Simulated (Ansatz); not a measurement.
## Geometry relaxation, with input and output: BNH5Br

System: BNH5Br.
Method: RKS B3LYP-D4/def2-SVP (Ansatz 0.2.0).

The input holds or restrains some coordinates. Forces given for the steps count only the free coordinates. It belongs to a series of runs on one base structure; here: pulled along the bonds that form and break, towards end B.

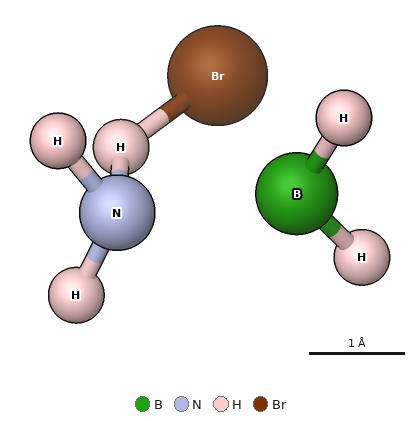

The input geometry (ball-and-stick view, seen at a tilt). Bond lengths as drawn: Br–H 1.52 Å, B–H 1.19 Å and H–N 1.06 to 1.15 Å.

Key numbers

| quantity | value |
| --- | --- |
| outcome | converged under the restraints of the input |
| total energy | −72285.5115 eV |
| mean-field energy | −72285.3328 eV |
| largest force (length of the vector) at the end, held atoms and coordinates included | 1.148 eV/Å |
| hardware | 2 threads of Arm Neoverse V2, 24 GiB of memory available, shared host |
| wall time | 17 s (CPU time 31 s) |
| peak memory | 0.17 GiB |

The input
```yaml
crystal:
  periodic: [false, false, false]
  atoms:
    - { symbol: B, position_ang: [0.0, 0.0, 0.0] }
    - { symbol: "N", position_ang: [0.0, 0.0, 1.9] }
    - { symbol: H, position_ang: [-0.877, -0.2713, 2.43] }
    - { symbol: H, position_ang: [0.877, 0.2713, 2.43] }
    - { symbol: H, position_ang: [1.0305, 0.0, -0.595] }
    - { symbol: H, position_ang: [-1.0305, 0.0, -0.595] }
    - { symbol: Br, position_ang: [-0.2927, 2.2013, 0.7379] }
    - { symbol: H, position_ang: [-0.1505, 1.1322, 1.8085] }
basis:
  gaussian: { orbitals: def2-SVP }
hamiltonian:
  xc: b3lyp
  dispersion: d4
relax:
  f_tol: 0.15
  max_steps: 25
  restrain:
    - { distance: [0, 6], at: 2.04, k: 30.0 }
    - { distance: [7, 1], at: 1.06, k: 30.0 }
    - { distance: [0, 1], at: 2.75, k: 30.0 }
    - { distance: [7, 6], at: 2.75, k: 30.0 }
output:
  orbitals: {}
```

Run as:
```bash
ansatz run input.yaml --threads 2 --pin off --max-ram 3072MiB --backend cpu --events-out ev --progress --plain --runs-dir out
```

Output
```
The last accepted step is kept in [file] (removed where the run ends without a failure and the disk answers)
Engine: ansatz 0.2.0, aarch64-unknown-linux-gnu
Functional definition: B3LYP
  parameter a0 = 0.2
  parameter ax = 0.72
  parameter ac = 0.81
  exchange = (1 - a0 - ax)*slater_x + ax*b88_x + a0*exact_x
  correlation = (1 - ac)*vwn_rpa_c + ac*lyp_c
933 factors; integrals over basis functions are off by at most 3.5e-4 eV
mean field evaluation 1: about -72278.6692 eV, gradient 4.6e1 eV
mean field evaluation 2: about -72271.9705 eV, gradient 7.0e1 eV
mean field evaluation 4: about -72282.9250 eV, gradient 1.8e0 eV
mean field evaluation 8: about -72282.9501 eV, gradient 1.7e-1 eV
mean field evaluation 16: about -72282.9502 eV, gradient 9.5e-6 eV
mean field -72282.95022820 eV, -2656.3494257429 hartree, gradient 9.5e-6 eV, S^2 0.000000; 0 other end points of the search recorded, 0 dependent functions left out
the calculation of the forces begins
reference -72282.95046253 eV, -2656.3494343543 hartree; 26, 26 occupied and 59, 59 virtual orbitals, 933 factors
relax step   1: F+E_penalty+E_count = -72283.16169897 eV  Δ(F+E_penalty+E_count) = +0.000e0 eV  max|allowed force component| = 4.860e0 eV/Å  E_restraint = 35.00441571 eV  max|allowed force component, restraints' pulls added| = 3.294e1 eV/Å  Δτ_max = 0.0000 Å  (26 SCF iters, accepted)
  distance B 0 - Br 6 = 2.3401 Å
  distance H 7 - N 1 = 1.1458 Å
  distance B 0 - N 1 = 1.9000 Å
  distance H 7 - Br 6 = 1.5197 Å
these checks for a lower state are left out or cut short: starts, cluster_reference, orbital_swaps, neighbouring_geometries, increment
933 factors; integrals over basis functions are off by at most 4.1e-4 eV
mean field -72283.73790265 eV, -2656.3783722451 hartree, gradient 1.1e-5 eV, S^2 0.000000; 0 other end points of the search recorded, 0 dependent functions left out
[... from here on the field's lines of each further geometry are left out, up to the last ...]
relax step   2: F+E_penalty+E_count = -72283.94328220 eV  Δ(F+E_penalty+E_count) = -7.816e-1 eV  max|allowed force component| = 2.801e0 eV/Å  E_restraint = 18.86940656 eV  max|allowed force component, restraints' pulls added| = 2.327e1 eV/Å  Δτ_max = 0.1948 Å  (33 SCF iters, accepted)
relax step   3: F+E_penalty+E_count = -72283.95051615 eV  Δ(F+E_penalty+E_count) = -7.234e-3 eV  max|allowed force component| = 3.508e0 eV/Å  E_restraint = 7.24010579 eV  max|allowed force component, restraints' pulls added| = 1.445e1 eV/Å  Δτ_max = 0.1949 Å  (28 SCF iters, accepted)
relax step   4: F+E_penalty+E_count = -72284.25104095 eV  Δ(F+E_penalty+E_count) = -3.005e-1 eV  max|allowed force component| = 2.910e0 eV/Å  E_restraint = 1.49563966 eV  max|allowed force component, restraints' pulls added| = 6.849e0 eV/Å  Δτ_max = 0.1949 Å  (29 SCF iters, accepted)
relax step   5: F+E_penalty+E_count = -72285.03451529 eV  Δ(F+E_penalty+E_count) = -7.835e-1 eV  max|allowed force component| = 2.569e0 eV/Å  E_restraint = 0.03593136 eV  max|allowed force component, restraints' pulls added| = 1.974e0 eV/Å  Δτ_max = 0.1922 Å  (28 SCF iters, accepted)
relax step   6: F+E_penalty+E_count = -72285.35424778 eV  Δ(F+E_penalty+E_count) = -3.197e-1 eV  max|allowed force component| = 2.077e0 eV/Å  E_restraint = 0.03329459 eV  max|allowed force component, restraints' pulls added| = 1.535e0 eV/Å  Δτ_max = 0.2000 Å  (27 SCF iters, accepted)
relax step   7: F+E_penalty+E_count = -72285.48645622 eV  Δ(F+E_penalty+E_count) = -1.322e-1 eV  max|allowed force component| = 1.102e0 eV/Å  E_restraint = 0.04268490 eV  max|allowed force component, restraints' pulls added| = 9.230e-1 eV/Å  Δτ_max = 0.1511 Å  (27 SCF iters, accepted)
relax step   8: F+E_penalty+E_count = -72285.48470080 eV  Δ(F+E_penalty+E_count) = +1.755e-3 eV  max|allowed force component| = 8.610e-1 eV/Å  E_restraint = 0.03245908 eV  max|allowed force component, restraints' pulls added| = 5.241e-1 eV/Å  Δτ_max = 0.1999 Å  (27 SCF iters, accepted)
the calculation of the forces begins
reference -72285.33277942 eV, -2656.4369828854 hartree; 26, 26 occupied and 59, 59 virtual orbitals, 933 factors
relax step   9: F+E_penalty+E_count = -72285.51123997 eV  Δ(F+E_penalty+E_count) = -2.654e-2 eV  max|allowed force component| = 8.573e-1 eV/Å  E_restraint = 0.03053826 eV  max|allowed force component, restraints' pulls added| = 3.418e-2 eV/Å  Δτ_max = 0.1498 Å  (27 SCF iters, accepted)
```

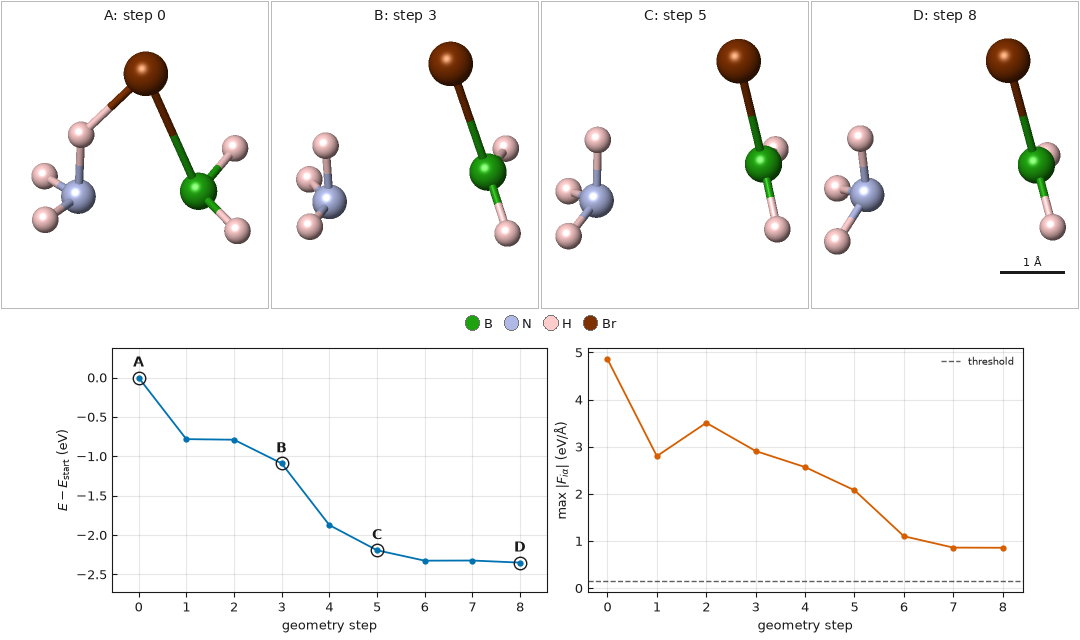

Frames of the restrained relaxation (ball-and-stick view, seen at a tilt) above the curves, on which the letters mark them (the first geometry is step 0 here and step 1 in the log).

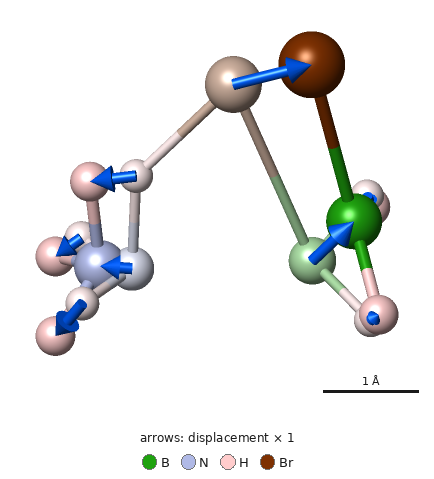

Start (faint) and end (solid) with the displacements as blue arrows, at true length (ball-and-stick view, seen at a tilt). The two geometries are laid on each other by the best rigid fit. Br7 moves most after the best rigid fit: 0.86 Å. Largest moves by element: Br 0.86 Å, B 0.66 Å, H 0.54 Å, N 0.34 Å. Among the contacts that change: Br7–H8 1.520 → 2.756 Å, B1–Br7 2.340 → 2.008 Å, N2–H8 1.146 → 1.037 Å, N2–H3 1.060 → 1.019 Å. Bonds break: Br7–H8 (1.52 → 2.76 Å). Among the angles that change: H4–N2–H8 84.0° → 108.1°, H6–B1–Br7 92.8° → 116.4°, H3–N2–H4 120.0° → 108.4°. After 8 geometry steps the energy has fallen by 2.350 eV. The largest force component goes from 4.9 to 0.86 eV/Å. (Atoms are counted from 1 in the order of the input.)

```
  distance B 0 - Br 6 = 2.0078 Å
  distance H 7 - N 1 = 1.0373 Å
  distance B 0 - N 1 = 2.7288 Å
  distance H 7 - Br 6 = 2.7557 Å
933 factors; integrals over basis functions are off by at most 6.2e-4 eV
mean field -72285.33253582 eV, -2656.4369739334 hartree, gradient 2.1e-5 eV, S^2 0.000000; 1 other end points of the search recorded, 0 dependent functions left out
the calculation of the forces begins
reference -72285.33277942 eV, -2656.4369828854 hartree; 26, 26 occupied and 59, 59 virtual orbitals, 933 factors
Total energy: -72285.51148357 eV, -2656.4435501416 hartree
Atom 0 at    -0.057159     0.476006    -0.458850 Å, force    -0.105027     0.840105     0.774734 eV/Å
Atom 1 at    -0.008085     0.035860     2.233761 Å, force    -0.102639     0.759433    -0.574606 eV/Å
Atom 2 at    -0.776594    -0.438790     2.705806 Å, force    -0.016027    -0.015347     0.014809 eV/Å
Atom 3 at     0.856991    -0.182751     2.726507 Å, force     0.015814    -0.007760     0.013577 eV/Å
Atom 4 at     1.058938     0.107281    -0.683964 Å, force     0.005932     0.001596     0.018945 eV/Å
Atom 5 at    -1.058558    -0.156946    -0.625800 Å, force    -0.010924     0.006477    -0.009282 eV/Å
Atom 6 at    -0.290074     2.434455    -0.082752 Å, force     0.101123    -0.857318    -0.327258 eV/Å
Atom 7 at    -0.168660     1.058386     2.301692 Å, force     0.111749    -0.727186     0.089081 eV/Å
Dipole moment:     0.023999    -0.252548     0.545375 e Å
```

Trajectory as extended XYZ (Å, eV, eV/Å), 9 frames, from step=1 to step=9
```
8
Properties=species:S:1:pos:R:3:forces:R:3 step=1 energy=-72283.16170
B     0.0000    0.0000    0.0000   -0.1273   2.3226   2.4526
N     0.0000    0.0000    1.9000    0.0633  -1.1086  -0.0961
H    -0.8770   -0.2713    2.4300    1.7939  -0.2870  -0.3830
H     0.8770    0.2713    2.4300   -0.9408  -1.9293  -0.3159
H     1.0305    0.0000   -0.5950    0.4589  -0.5007   0.4666
H    -1.0305    0.0000   -0.5950   -0.4315  -0.9929   0.4637
Br   -0.2927    2.2013    0.7379   -0.3117   4.8601  -4.0978
H    -0.1505    1.1322    1.8085   -0.5049  -2.3643   1.5098
8
Properties=species:S:1:pos:R:3:forces:R:3 step=2 energy=-72283.94328
B    -0.0074    0.0859   -0.0897   -0.0339   2.7640   2.4402
N     0.0052   -0.0295    2.0137    0.0642   1.5384  -2.8012
H    -0.8760   -0.2795    2.4454    0.4659  -0.8817   1.0555
H     0.8818    0.2574    2.4451    0.4556  -1.9535   1.1374
H     1.0402   -0.0037   -0.5981    0.8280  -0.5061   0.2028
H    -1.0426   -0.0080   -0.5995   -1.0259  -1.0473   0.0500
Br   -0.3017    2.2904    0.5649    0.1977   0.7617  -1.7245
H    -0.1426    1.0206    1.9346   -0.9516  -0.6755  -0.3602
8
Properties=species:S:1:pos:R:3:forces:R:3 step=3 energy=-72283.95052
B    -0.0173    0.2124   -0.2053    0.0865   2.9711   2.0353
N     0.0103   -0.0440    2.1202    0.3976   0.2526  -3.5082
H    -0.8790   -0.2958    2.4708   -0.4033  -1.5692   1.8254
H     0.8988    0.2334    2.4724    1.4818  -2.0666   1.9035
H     1.0538   -0.0101   -0.5991    0.8118  -0.4396   0.0580
H    -1.0619   -0.0221   -0.6041   -1.2570  -1.1014  -0.2051
Br   -0.3017    2.3388    0.3761    0.3890  -0.7388  -0.9513
H    -0.1463    0.9209    2.0855   -1.5063   2.6920  -1.1576
8
Properties=species:S:1:pos:R:3:forces:R:3 step=4 energy=-72284.25104
B    -0.0263    0.3548   -0.3210   -0.0932   1.9872   1.3087
N     0.0194   -0.0794    2.2006   -0.0130   2.4685  -2.9097
H    -0.8895   -0.3466    2.5156    0.1507  -1.6603   1.6515
H     0.9380    0.1816    2.5185    0.7936  -2.1989   1.6319
H     1.0673   -0.0166   -0.5965    0.1678  -0.0653   0.0588
H    -1.0862   -0.0464   -0.6071   -0.4683  -0.7169  -0.1078
Br   -0.2926    2.3748    0.1848    0.4241  -1.0272  -0.5986
H    -0.1733    0.9114    2.2215   -0.9617   1.2129  -1.0346
8
Properties=species:S:1:pos:R:3:forces:R:3 step=5 energy=-72285.03452
B    -0.0442    0.4585   -0.4481   -0.2223   0.7398   1.2584
N     0.0121   -0.0081    2.2283   -1.6315   2.5691  -0.9962
H    -0.8551   -0.4715    2.5858    1.9426  -0.4623   0.4052
H     0.9680    0.0485    2.5776   -0.2863  -1.5740   0.7784
H     1.0576    0.0046   -0.6029   -0.1071   0.1542  -0.1392
H    -1.0947   -0.0948   -0.6167    0.1255  -0.0912  -0.1524
Br   -0.2452    2.4021    0.0115    0.2208  -0.6887  -0.5271
H    -0.2417    0.9942    2.3809   -0.0417  -0.6468  -0.6272
8
Properties=species:S:1:pos:R:3:forces:R:3 step=6 energy=-72285.35425
B    -0.0578    0.4943   -0.4140   -0.0981   0.8000   0.6289
N     0.0186   -0.0542    2.2475   -0.7922   2.0770  -1.2202
H    -0.7913   -0.5053    2.6944    1.0015  -0.2024   0.3358
H     0.9341   -0.0092    2.7002   -0.4536  -0.7711   0.4579
H     1.0359    0.0490   -0.5997    0.0315   0.0678  -0.0182
H    -1.0954   -0.0666   -0.5970   -0.0366  -0.1069   0.0019
Br   -0.2317    2.4702   -0.1003    0.1623  -0.9069  -0.1935
H    -0.2555    0.9553    2.1852    0.1852  -0.9574   0.0073
8
Properties=species:S:1:pos:R:3:forces:R:3 step=7 energy=-72285.48646
B    -0.0744    0.4867   -0.4509    0.0023   0.9170   0.6980
N     0.0270    0.0154    2.2427    0.2635   1.1023  -0.4815
H    -0.7224   -0.5393    2.6471   -0.0838  -0.0002   0.1368
H     0.8795   -0.0922    2.8141   -0.4596   0.0105  -0.3057
H     1.0261    0.0641   -0.6448    0.0137  -0.0120  -0.0435
H    -1.1084   -0.0920   -0.6134   -0.0049  -0.0464   0.0219
Br   -0.2275    2.4658   -0.1334    0.0728  -0.9398  -0.2303
H    -0.2431    1.0250    2.2550    0.1959  -1.0314   0.2043
8
Properties=species:S:1:pos:R:3:forces:R:3 step=8 energy=-72285.48470
B    -0.0178    0.4829   -0.4582   -0.6489   0.7469   0.7548
N    -0.0404    0.0264    2.2327    0.0247   0.7655  -0.5824
H    -0.7982   -0.4371    2.7287   -0.0916  -0.0941   0.0064
H     0.8306   -0.1848    2.7147    0.0782   0.0027   0.0838
H     1.0621    0.1439   -0.8245    0.2194  -0.0742   0.0613
H    -1.0200   -0.1852   -0.4838    0.1722   0.1550  -0.1096
Br   -0.2584    2.4399   -0.0850    0.1272  -0.8610  -0.3067
H    -0.2010    1.0475    2.2918    0.1189  -0.6407   0.0924
8
Properties=species:S:1:pos:R:3:forces:R:3 step=9 energy=-72285.51124
B    -0.0572    0.4760   -0.4588   -0.1050   0.8401   0.7747
N    -0.0081    0.0359    2.2338   -0.1026   0.7594  -0.5746
H    -0.7766   -0.4388    2.7058   -0.0160  -0.0153   0.0148
H     0.8570   -0.1828    2.7265    0.0158  -0.0078   0.0136
H     1.0589    0.1073   -0.6840    0.0059   0.0016   0.0189
H    -1.0586   -0.1569   -0.6258   -0.0109   0.0065  -0.0093
Br   -0.2901    2.4345   -0.0828    0.1011  -0.8573  -0.3273
H    -0.1687    1.0584    2.3017    0.1117  -0.7272   0.0891
```

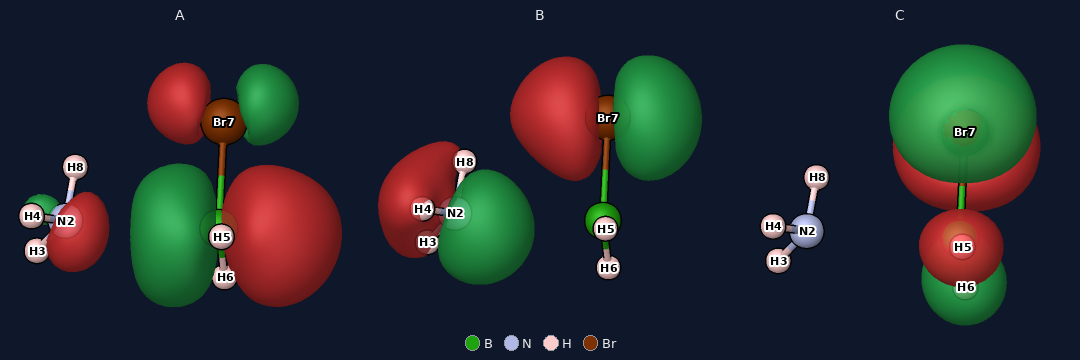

Three frontier orbitals at ±0.1 Å⁻³ᐟ² (green and red are the two phases). B is the HOMO−1 (−7.59 eV). C is the HOMO (−7.29 eV). A is the LUMO (−1.11 eV). By Hirshfeld shares it lies mainly on B1 (60 %) and Br7 (15 %). The HOMO–LUMO gap is 6.18 eV between the orbital energies.

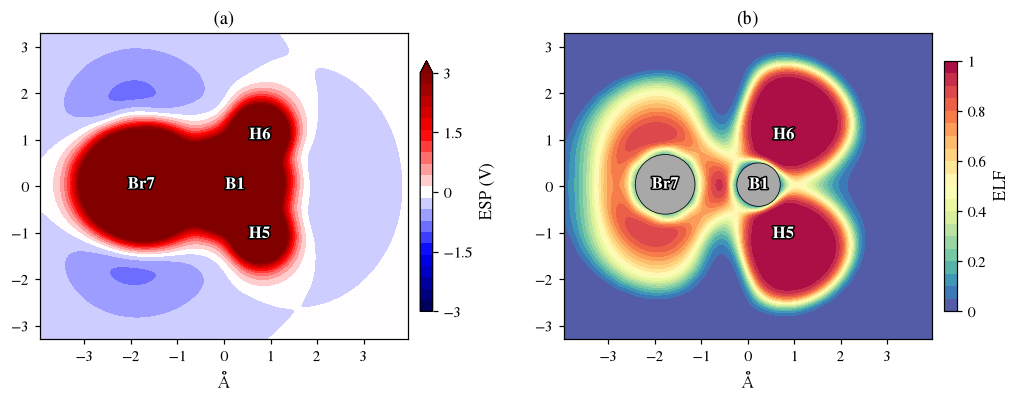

(a) electrostatic potential; (b) electron localisation function on the plane of atoms H6, B1 and Br7. Grey discs, where drawn, cover atomic cores.
